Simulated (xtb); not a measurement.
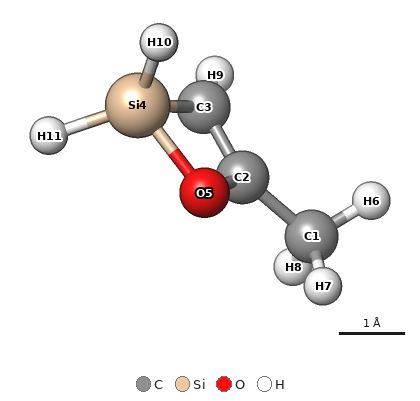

*The structure as given in the input (ball-and-stick view, seen at a tilt; atoms are numbered from 1 in the order of the input).*

Bond lengths as drawn: C–C 1.34 to 1.48 Å, C–H 1.07 to 1.09 Å, C–O 1.39 Å, C–Si 1.88 Å, H–Si 1.45 Å and O–Si 1.71 Å.

# Ts calculation of C₃H₆OSi (part 1 of 2)

The run: ts calculation of C₃H₆OSi, SMILES CC1=C[SiH2]O1. Method and program: GFN2-xTB, ALPB solvent benzene (xtb 6.7.1).

The geometry was optimised with GFN2-xTB/ALPB(benzene).

**What the program printed**
```
* xtb version 6.7.1
   ID    Z sym.   atoms
    1    6 C      1-3
    2   14 Si     4
    3    8 O      5
    4    1 H      6-11

           -------------------------------------------------
          |                Calculation Setup                |
           -------------------------------------------------

          program call               : xtb input.xyz --path product.xyz --gfn 2 --chrg 0 --uhf 0 --alpb benzene --input xtb.inp
          coordinate file            : input.xyz
          omp threads                :                     1

           -------------------------------------------------
          |                 G F N 2 - x T B                 |
           -------------------------------------------------

      * Hamiltonian:
        H0-scaling (s, p, d)           1.850000    2.230000    2.230000
        zeta-weighting                 0.500000
      * Dispersion:
        s8                             2.700000
        a1                             0.520000
        a2                             5.000000
        s9                             5.000000
      * Repulsion:
        kExp                           1.500000    1.000000
        rExp                           1.000000
      * Coulomb:
        alpha                          2.000000
        third order                    shell-resolved
        anisotropic                    true
        a3                             3.000000
        a5                             4.000000
        cn-shift                       1.200000
        cn-exp                         4.000000
        max-rad                        5.000000

      * Solvation model:               ALPB
        Solvent                        benzene
        Parameter file                 internal GFN2-xTB/ALPB
        Dielectric constant                7.0000E+00
        Reference state                gsolv [1 M gas/solution]
        Free energy shift                  4.6744E-03 Eh       2.9333E+00 kcal/mol
        Temperature                        2.9815E+02 K
        Density                            8.6700E-01 kg/L
        Solvent mass                       7.8110E+01 g/mol
        Interaction kernel             P16
        Born radius scaling (c1)           1.6914E+00
        Born radii integrator          GBOBC
        Born offset                        0.0000E+00 a0       0.0000E+00 AA
        H-bond correction              false
        Ion screening                  false
        Surface tension                    1.0000E-05 Eh       1.5569E+01 dyn/cm
        Grid points                               230 per atom

          ...................................................
          :                      SETUP                      :
          :.................................................:
          :  # basis functions                  32          :
          :  # atomic orbitals                  31          :
          :  # shells                           17          :
          :  # electrons                        28          :
          :  max. iterations                   250          :
          :  Hamiltonian                  GFN2-xTB          :
          :  restarted?                      false          :
          :  GBSA solvation                   true          :
          :  PC potential                    false          :
          :  electronic temp.          300.0000000     K    :
          :  accuracy                    1.0000000          :
          :  -> integral cutoff          0.2500000E+02      :
          :  -> integral neglect         0.1000000E-07      :
          :  -> SCF convergence          0.1000000E-05 Eh   :
          :  -> wf. convergence          0.1000000E-03 e    :
          :  Broyden damping             0.4000000          :
          :  net charge                          0          :
          :  unpaired electrons                  0          :
          ...................................................

 iter      E             dE          RMSdq      gap      omega  full diag
   1    -15.3318717 -0.153319E+02  0.708E+00    4.76       0.0  T
   2    -15.4272469 -0.953752E-01  0.348E+00    3.93       1.0  T
   3    -15.4218931  0.535381E-02  0.268E+00    4.54       1.0  T
   4    -15.4489434 -0.270502E-01  0.123E+00    4.21       1.0  T
   5    -15.4499686 -0.102528E-02  0.536E-01    4.23       1.0  T
   6    -15.4498006  0.168017E-03  0.359E-01    4.21       1.0  T
   7    -15.4502670 -0.466382E-03  0.781E-02    4.20       1.0  T
   8    -15.4502667  0.330838E-06  0.220E-02    4.20       1.4  T
   9    -15.4502682 -0.154063E-05  0.827E-03    4.20       3.6  T
  10    -15.4502684 -0.183809E-06  0.351E-03    4.20       8.6  T
  11    -15.4502684  0.165331E-07  0.230E-03    4.20      13.1  T
  12    -15.4502684 -0.277136E-07  0.126E-04    4.20     239.0  T
  13    -15.4502684  0.223293E-09  0.207E-04    4.20     145.7  T

   *** convergence criteria satisfied after 13 iterations ***

         #    Occupation            Energy/Eh            Energy/eV
      -------------------------------------------------------------
         1        2.0000           -0.7633224             -20.7711
       ...           ...                  ...                  ...
         8        2.0000           -0.4996838             -13.5971
         9        2.0000           -0.4732960             -12.8790
        10        2.0000           -0.4621893             -12.5768
        11        2.0000           -0.4322368             -11.7618
        12        2.0000           -0.4295477             -11.6886
        13        2.0000           -0.3954247             -10.7601
        14        2.0000           -0.3698801             -10.0650 (HOMO)
        15                         -0.2154316              -5.8622 (LUMO)
        16                         -0.2063412              -5.6148
        17                         -0.1704776              -4.6389
        18                         -0.0920499              -2.5048
        19                         -0.0401909              -1.0937
       ...                                ...                  ...
        31                          0.7229362              19.6721
      -------------------------------------------------------------
                  HL-Gap            0.1544485 Eh            4.2028 eV
             Fermi-level           -0.2926559 Eh           -7.9636 eV

 SCC (total)                   0 d,  0 h,  0 min,  0.005 sec
 SCC setup                      ...        0 min,  0.000 sec (  4.945%)
 Dispersion                     ...        0 min,  0.000 sec (  1.021%)
 classical contributions        ...        0 min,  0.000 sec (  0.205%)
 integral evaluation            ...        0 min,  0.001 sec ( 15.545%)
 iterations                     ...        0 min,  0.002 sec ( 49.050%)
 molecular gradient             ...        0 min,  0.001 sec ( 28.035%)
 printout                       ...        0 min,  0.000 sec (  1.041%)

         :::::::::::::::::::::::::::::::::::::::::::::::::::::
         ::                     SUMMARY                     ::
         :::::::::::::::::::::::::::::::::::::::::::::::::::::
         :: total energy             -15.265558603714 Eh    ::
         :: total w/o Gsasa/hb       -15.261405547169 Eh    ::
         :: gradient norm              0.000267811044 Eh/a0 ::
         :: HOMO-LUMO gap              4.202758825625 eV    ::
         ::.................................................::
         :: SCC energy               -15.450264800871 Eh    ::
         :: -> isotropic ES            0.045353237228 Eh    ::
         :: -> anisotropic ES          0.000388173721 Eh    ::
         :: -> anisotropic XC          0.003201664516 Eh    ::
         :: -> dispersion             -0.006187358357 Eh    ::
         :: -> Gsolv                  -0.005084407474 Eh    ::
         ::    -> Gelec               -0.000931350928 Eh    ::
         ::    -> Gsasa               -0.008827505172 Eh    ::
         ::    -> Ghb                  0.000000000000 Eh    ::
         ::    -> Gshift               0.004674448626 Eh    ::
         :: repulsion energy           0.184706197157 Eh    ::
         :: add. restraining           0.000000000000 Eh    ::
         :: total charge               0.000000000000 e     ::
         :::::::::::::::::::::::::::::::::::::::::::::::::::::

           -------------------------------------------------
          |                Property Printout                |
           -------------------------------------------------

    * Orbital Energies and Occupations

         #    Occupation            Energy/Eh            Energy/eV
      -------------------------------------------------------------
         1        2.0000           -0.7633224             -20.7711
         2        2.0000           -0.6488444             -17.6560
         3        2.0000           -0.6196547             -16.8617
         4        2.0000           -0.5879063             -15.9977
         5        2.0000           -0.5415602             -14.7366
         6        2.0000           -0.5122975             -13.9403
         7        2.0000           -0.5050451             -13.7430
         8        2.0000           -0.4996838             -13.5971
         9        2.0000           -0.4732960             -12.8790
        10        2.0000           -0.4621893             -12.5768
        11        2.0000           -0.4322368             -11.7618
        12        2.0000           -0.4295477             -11.6886
        13        2.0000           -0.3954247             -10.7601
        14        2.0000           -0.3698801             -10.0650 (HOMO)
        15                         -0.2154316              -5.8622 (LUMO)
        16                         -0.2063412              -5.6148
        17                         -0.1704776              -4.6389
        18                         -0.0920499              -2.5048
        19                         -0.0401909              -1.0937
        20                         -0.0387759              -1.0551
        21                          0.0987586               2.6874
        22                          0.1650397               4.4910
        23                          0.1815977               4.9415
        24                          0.2004549               5.4547
        25                          0.2196501               5.9770
       ...                                ...                  ...
        31                          0.7229362              19.6721
      -------------------------------------------------------------
                  HL-Gap            0.1544485 Eh            4.2028 eV
             Fermi-level           -0.2926559 Eh           -7.9636 eV

     #   Z          covCN         q      C6AA      α(0)
     1   6 C        3.752    -0.115    22.756     6.803
     2   6 C        3.469     0.133    20.336     6.768
     3   6 C        2.804    -0.205    33.423     9.471
     4  14 Si       4.145     0.542    95.662    18.702
     5   8 O        1.637    -0.433    21.507     6.260
     6   1 H        0.925     0.057     2.235     2.338
     7   1 H        0.925     0.058     2.221     2.331
     8   1 H        0.925     0.057     2.235     2.338
     9   1 H        0.926     0.027     2.630     2.536
    10   1 H        0.921    -0.060     4.351     3.262
    11   1 H        0.921    -0.060     4.351     3.262

 Mol. C6AA /au·bohr⁶  :       1555.902653
 Mol. C8AA /au·bohr⁸  :      47631.900398
 Mol. α(0) /au        :         64.070007

Wiberg/Mayer (AO) data.
largest (>0.10) Wiberg bond orders for each atom

 ---------------------------------------------------------------------------
     #   Z sym  total        # sym  WBO       # sym  WBO       # sym  WBO
 ---------------------------------------------------------------------------
     1   6 C    3.997 --     2 C    1.032     7 H    0.982     8 H    0.966
                             6 H    0.965
     2   6 C    3.931 --     3 C    1.806     5 O    1.049     1 C    1.032
     3   6 C    3.955 --     2 C    1.806     9 H    0.976     4 Si   0.935
                             5 O    0.113
     4  14 Si   3.695 --     5 O    0.935     3 C    0.935    10 H    0.883
                            11 H    0.883
     5   8 O    2.191 --     2 C    1.049     4 Si   0.935     3 C    0.113
     6   1 H    0.997 --     1 C    0.965
     7   1 H    0.997 --     1 C    0.982
     8   1 H    0.997 --     1 C    0.966
     9   1 H    0.999 --     3 C    0.976
    10   1 H    0.996 --     4 Si   0.883
    11   1 H    0.996 --     4 Si   0.883
 ---------------------------------------------------------------------------

Topologies differ in total number of bonds
Writing topology from bond orders to xtbtopo.mol

molecular dipole:
                 x           y           z       tot (Debye)
 q only:        0.389      -0.298       0.388
   full:        0.088      -0.153       0.331       0.954
molecular quadrupole (traceless):
                xx          xy          yy          xz          yz          zz
 q only:        5.336      -2.613      -1.249      -1.061       1.211      -4.086
  q+dip:        3.582      -1.234      -0.490      -1.266       1.442      -3.092
   full:        4.381      -1.813      -0.999      -1.471       1.354      -3.381

           -------------------------------------------------
          | TOTAL ENERGY              -15.265558603714 Eh   |
          | GRADIENT NORM               0.000267811044 Eh/α |
          | HOMO-LUMO GAP               4.202758825625 eV   |
           -------------------------------------------------
           -------------------------------------------------
          |                     P A T H                     |
          |            RMSD-Push/Pull Path Finder           |
           -------------------------------------------------
 reading reference structures from product.xyz ...
reactant product RMSD :    2.020
initial k push/pull (in code xNat) :    0.003   -0.005
initial Gaussian width (1/Bohr)    :    1.200
# refinement runs                  :   1
# of 'an'-optimization steps       :  10
# optlevel                         :   0
```
